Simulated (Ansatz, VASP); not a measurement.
# TiGe: VASP beside Ansatz, part 2 of 2

Aim: how closely do two programs agree when they are given the same cell, functional and k mesh? The cell is invented: As first built, before any earlier steps moved the atoms (in the runner's words): it takes the ZrC structure with all of its atoms replaced by other elements, volume scaled by an estimate. It may not be a known or stable phase. The cell is taken from a series of VASP runs on this material, whose earlier steps may have relaxed, scaled or displaced it; both programs get it as it stands. Valence electrons are named where the data sets of a main pair hold unlike numbers.

VASP 6.6.1 and Ansatz 0.2.0.

So far. Step 2 (VASP: band structure, LDA): At this level the cell is under a tension of 7.6 GPa, so at these settings it is away from equilibrium.

### 6. VASP: band structure, PBE, spin-orbit coupling

Level of this step: PBE, spin-orbit coupling; plane waves and PAW (Ge_d, Ti_sv); invented cell (VASP).

The same cell, functional, mesh and smearing now go to VASP, with its own data sets.

File INCAR:

```
SYSTEM = TiGe
PREC = Accurate
ENCUT = 410
EDIFF = 1E-06
NELM = 100
ISMEAR = 0
SIGMA = 0.02
LREAL = .FALSE.
ALGO = Normal
GGA = PE
LNONCOLLINEAR = .TRUE.
MAGMOM = 0 0 0 0 0 0
NBANDS = 38
GGA_COMPAT = .FALSE.
LASPH = .TRUE.
LSORBIT = .TRUE.
LMAXMIX = 4
LORBIT = 11
LWAVE = .FALSE.
LCHARG = .FALSE.
KPAR = 4
```

File POSCAR:

```
TiGe
1.0
    0.0000000000      2.5925336083      2.5925336083
    2.5925336083      0.0000000000      2.5925336083
    2.5925336083      2.5925336083      0.0000000000
Ge Ti
1 1
Direct
    0.0000000000      0.0000000000      0.0000000000
    0.5000000000      0.5000000000      0.5000000000
```

File KPOINTS:

```
Automatic mesh
0
Gamma
5 5 5
0 0 0
```

File KPOINTS_OPT:

```
Line mode
16
Line-mode
Reciprocal
  0.00000000   0.00000000   0.00000000 GAMMA
  0.50000000   0.00000000   0.50000000 X

  0.50000000   0.00000000   0.50000000 X
  0.50000000   0.25000000   0.75000000 W

  0.50000000   0.25000000   0.75000000 W
  0.37500000   0.37500000   0.75000000 K

  0.37500000   0.37500000   0.75000000 K
  0.00000000   0.00000000   0.00000000 GAMMA

  0.00000000   0.00000000   0.00000000 GAMMA
  0.50000000   0.50000000   0.50000000 L

  0.50000000   0.50000000   0.50000000 L
  0.62500000   0.25000000   0.62500000 U

  0.62500000   0.25000000   0.62500000 U
  0.50000000   0.25000000   0.75000000 W

  0.50000000   0.25000000   0.75000000 W
  0.50000000   0.50000000   0.50000000 L

  0.50000000   0.50000000   0.50000000 L
  0.37500000   0.37500000   0.75000000 K

  0.62500000   0.25000000   0.62500000 U
  0.50000000   0.00000000   0.50000000 X
```

The projector-augmented-wave data sets are Ge_d and Ti_sv (PBE family, release 64).

On the command line:

```bash
$ mpirun -np 4 vasp_ncl
```

Numbers of over 12 decimals in the logs are rounded to 6 here.

The log of the run:

```text
[banner, memory and clock lines left out]
running    4 mpi-ranks, on    1 nodes
[...]
LDA part: xc-table for (Slater+PW92), standard interpolation
 POSCAR, INCAR and KPOINTS ok, starting setup
[...]
entering main loop
       N       E                     dE             d eps       ncg     rms          rms(c)
DAV:   1     0.271360932850E+03    0.27136E+03   -0.10885E+04   956   0.277E+03
DAV:   2     0.321282057217E+02   -0.23923E+03   -0.22996E+03   768   0.694E+02
DAV:   3    -0.112308520151E+02   -0.43359E+02   -0.42625E+02   972   0.187E+02
DAV:   4    -0.154314832499E+02   -0.42006E+01   -0.41320E+01  1098   0.555E+01
[...]
DAV:  12    -0.132874661084E+02    0.88738E-05   -0.20045E-05  1062   0.657E-02    0.282E-02
DAV:  13    -0.132874601790E+02    0.59293E-05   -0.10716E-05   796   0.376E-02    0.389E-03
DAV:  14    -0.132874603251E+02   -0.14604E-06   -0.12188E-06   686   0.987E-03
   1 F= -.13287460E+02 E0= -.13287190E+02  d E =-.541622E-03  mag=    -0.0000    -0.0000    -0.0000
 Start KPOINTS_OPT (optional k-point list driver)
k-point batch [1-10\160]
       N       E                     dE             ncg
DAV:   1    -0.106771343488E+04   -0.25599E+04      964
DAV:   2    -0.334034524625E+04   -0.22726E+04      760
DAV:   3    -0.373035862950E+04   -0.39001E+03     1022
DAV:   4    -0.377112643582E+04   -0.40768E+02     1026
DAV:   5    -0.377314884957E+04   -0.20224E+01     1066
DAV:   6    -0.377318746679E+04   -0.38617E-01      976
DAV:   7    -0.377318867683E+04   -0.12100E-02     1074
DAV:   8    -0.377318870500E+04   -0.28175E-04      952
DAV:   9    -0.377318870581E+04   -0.81145E-06      678
[...]
k-point batch [151-160\160]
       N       E                     dE             ncg
DAV:   1    -0.106519625203E+04   -0.10075E+05      978
DAV:   2    -0.335553628290E+04   -0.22903E+04      760
DAV:   3    -0.377428453298E+04   -0.41875E+03      932
DAV:   4    -0.380541368313E+04   -0.31129E+02     1048
[...]
DAV:   8    -0.380769901656E+04   -0.24325E-04      864
DAV:   9    -0.380769901764E+04   -0.10784E-05      710
DAV:  10    -0.380769901770E+04   -0.61365E-07      560
```

Parts of OUTCAR (step 6):

```text
  Total        0.0145017      0.0145017      0.0145017      0.0000000     -0.0000000     -0.0000000
  in kB        0.6666937      0.6666937      0.6666937      0.0000000     -0.0000000     -0.0000000
  external PRESSURE =       0.6666937 kB  Pullay stress =       0.0000000 kB

 POSITION                                       TOTAL-FORCE (eV/Angst)
 -----------------------------------------------------------------------------------
      0.00000      0.00000      0.00000        -0.000000     -0.000000     -0.000000
      2.59253      2.59253      2.59253         0.000000      0.000000      0.000000
 -----------------------------------------------------------------------------------
    total drift:                               -0.000000     -0.000000     -0.000000

  FREE ENERGIE OF THE ION-ELECTRON SYSTEM (eV)
  ---------------------------------------------------
  free  energy   TOTEN  =       -13.2874603251 eV

  energy  without entropy=      -13.2869187031  energy(sigma->0) =      -13.28718951

 magnetization (x)
# of ion       s       p       d       tot
------------------------------------------
    1       -0.000   0.000   0.000  -0.000
    2        0.000  -0.000   0.000   0.000
--------------------------------------------------
tot         -0.000  -0.000   0.000  -0.000

 magnetization (y)
# of ion       s       p       d       tot
------------------------------------------
    1       -0.000   0.000  -0.000  -0.000
    2       -0.000  -0.000   0.000  -0.000
--------------------------------------------------
tot         -0.000  -0.000  -0.000  -0.000

 magnetization (z)
# of ion       s       p       d       tot
------------------------------------------
    1        0.000   0.000   0.000   0.000
    2       -0.000   0.000  -0.000  -0.000
--------------------------------------------------
tot          0.000   0.000  -0.000  -0.000

[... 1 part as in an earlier step ...]

[... 2 further parts left out ...]
[key lines of the parts left out:]
E-fermi :   7.6547
```

The run ends at a pressure of 0.07 GPa.

### 7. Side by side

What differs besides the data sets and the points named for the pairs above, as far as they apply: spin-orbit coupling enters by fully relativistic files in Ansatz and inside the spheres in VASP. Total energies have different zeros and are not compared.

Both answers:

```tsv
quantity	Ansatz	VASP	difference
pressure (GPa)	0.39	0.07	+0.33
```

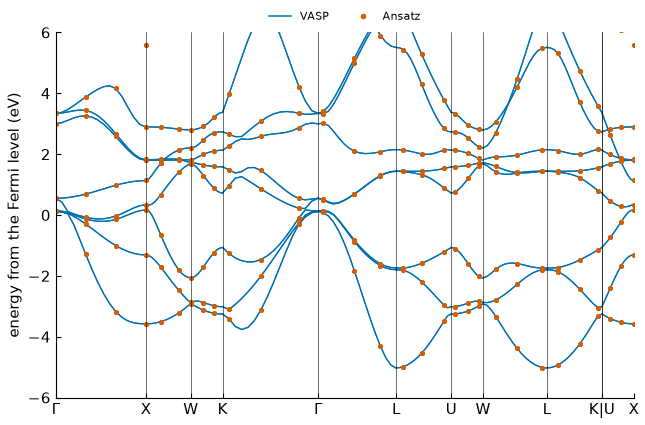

Bands from VASP (lines) and levels from Ansatz (dots). Dots without a line are higher empty bands that the VASP plot leaves out.

Levels from 3 eV below to 2 eV above the Fermi level differ by 3 meV r.m.s. and 6 meV at most; each VASP level is matched to the nearest of Ansatz, which flatters the figure a little.

### 8. What came out

| Property | Result |
| --- | --- |
| r.m.s. difference of levels near the Fermi level (band structure, LDA) | 4.7 meV |
| r.m.s. difference of levels near the Fermi level (band structure, PBE, spin-orbit coupling) | 3.3 meV |

**Reading.** The r.m.s. difference of levels near the Fermi level is 4.7 meV (band structure, LDA), within the 80 meV picked in this series as the mark of a large difference. Such differences can come from data sets, numerical settings and the points named under the comparisons, not from the functional's error against experiment.

[Lines on the potential files, build, host, timing and source positions are cut from VASP's logs without a mark.]

[Logs are printed without paths, hosts, clocks, repeated set-up lines and the standing remarks that a program may print on its own settings, such as how far it seeks lower states.]

[Hosts, paths, dates, database ids (printed as entryN), source tags and the programs' standing remarks are cut or masked in the printed files.]
